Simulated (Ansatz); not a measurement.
# B₂N₂H₈: basis-set convergence

How large a basis does B₂N₂H₈ need? Two functionals are run in growing sets.

Program: Ansatz 0.2.0, Gaussian basis. Level of theory: one geometry, several basis sets. These are calculated values, not measurements.

Plan: PBE0-D4/def2-SVP; ωB97M-V/def2-SVP; PBE0-D4/def2-QZVPP; ωB97M-V/def2-QZVPP; the functionals' def2-TZVPP values are taken from earlier runs.

## 1. The relaxed structure

The geometry comes from an earlier relaxation with PBE0-D4 in a triple-zeta def2 set; it is a stationary point, not always the lowest conformer.

SMILES `[BH2-]1[NH2+][BH2-][NH2+]1`, 12 atoms, charge 0, spin multiplicity 1.

Atoms are counted from 1 here; the program's logs count them from 0.

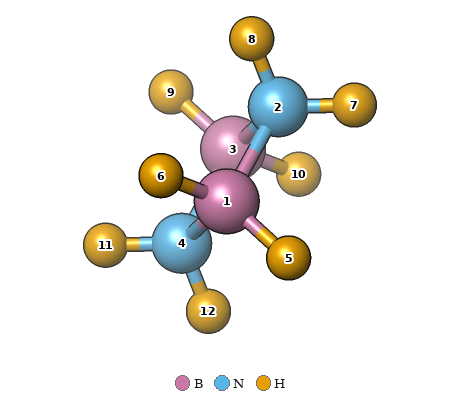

The geometry (boron pink, nitrogen blue, hydrogen amber); atoms are numbered from 1 in the order of the file.

## 2. PBE0-D4 in def2-SVP

in.yaml reads:

```yaml
crystal:
  periodic: [false, false, false]
  atoms:
    - {symbol: B, position_ang: [-1.079748, -0.012066, -0.204024]}
    - {symbol: N, position_ang: [-0.204143, -0.223640, 1.116275]}
    - {symbol: B, position_ang: [1.092532, 0.004008, 0.209937]}
    - {symbol: N, position_ang: [0.217041, 0.212946, -1.110856]}
    - {symbol: H, position_ang: [-1.675861, -1.013891, -0.513147]}
    - {symbol: H, position_ang: [-1.758933, 0.982328, -0.137535]}
    - {symbol: H, position_ang: [-0.277174, -1.139836, 1.535075]}
    - {symbol: H, position_ang: [-0.346987, 0.467236, 1.839049]}
    - {symbol: H, position_ang: [1.685392, 1.007818, 0.518830]}
    - {symbol: H, position_ang: [1.774798, -0.988356, 0.144435]}
    - {symbol: H, position_ang: [0.290503, 1.128053, -1.531926]}
    - {symbol: H, position_ang: [0.359579, -0.479803, -1.831913]}
basis:
  gaussian: {orbitals: def2-SVP}
hamiltonian: {xc: pbe0, dispersion: d4}
output: {orbitals: {seedname: orbitals}}
```

Command:

```bash
$ ansatz run in.yaml --threads 4 --pin off --events-out ev --progress --plain --max-ram 10444MiB
```

The runs that follow: ωB97M-V in def2-SVP; PBE0-D4 in def2-QZVPP; ωB97M-V in def2-QZVPP.

Before running them: what should the planned runs give, taken together? Wanted: PBE0-D4: double and triple zeta above quadruple; ωB97M-V: double and triple zeta above quadruple.

As calculated:

| quantity | value |
| --- | --- |
| PBE0-D4: double and triple zeta above quadruple | 5.21, 0.27 eV |
| ωB97M-V: double and triple zeta above quadruple | 5.47, 0.25 eV |

For PBE0-D4 the step from double to triple zeta gains 4.95 eV and the next only 0.27 eV. These are total energies; as a rule much of such shifts cancels in differences, which this series doesn't test. The LUMO of ωB97M-V is positive and keeps falling with the basis (3.19 to 1.47 eV): an unbound level that the basis holds in place.
